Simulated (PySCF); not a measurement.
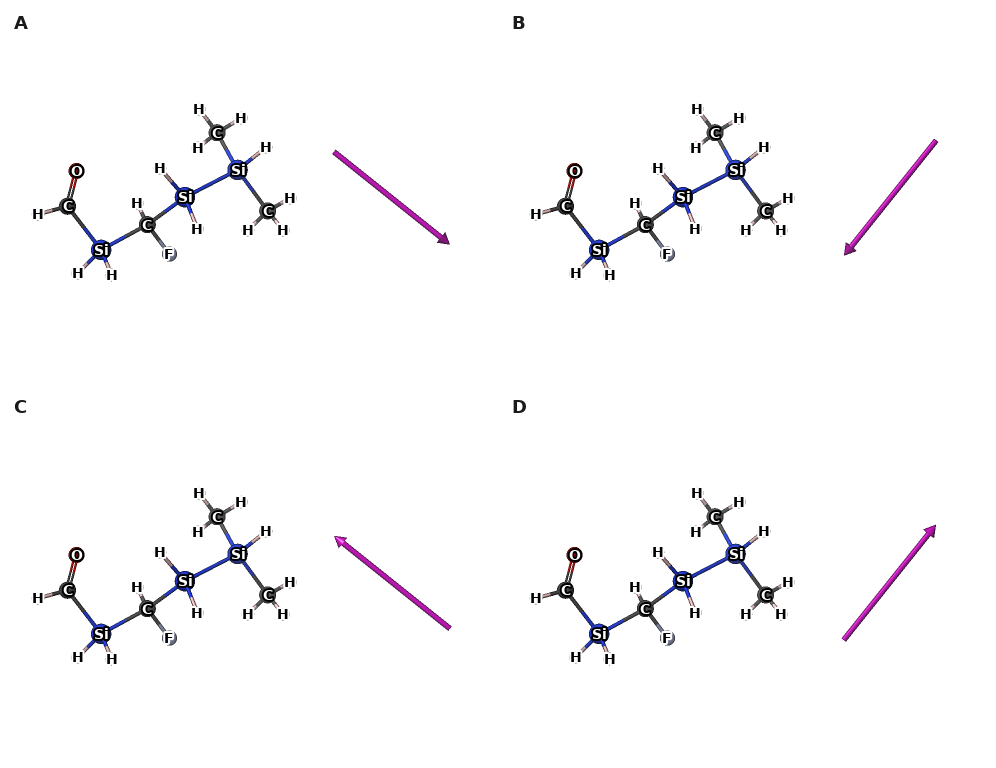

The same molecule four times, each with an arrow. The computed structure is the end point of a GFN2-xTB optimisation. No frequency run is at hand to confirm it as a minimum. Properties computed with PBE0/pcSseg-1, gas phase (PySCF 2.14.0).

**Which arrow points along the dipole moment, from the negative to the positive end?**

B. The dipole moment is 0.97 D.

The geometry is semi-empirical. Around Si such bond lengths and angles can be off by a tenth of an ångström or more and by several degrees, and values that hang on the shape move with them.
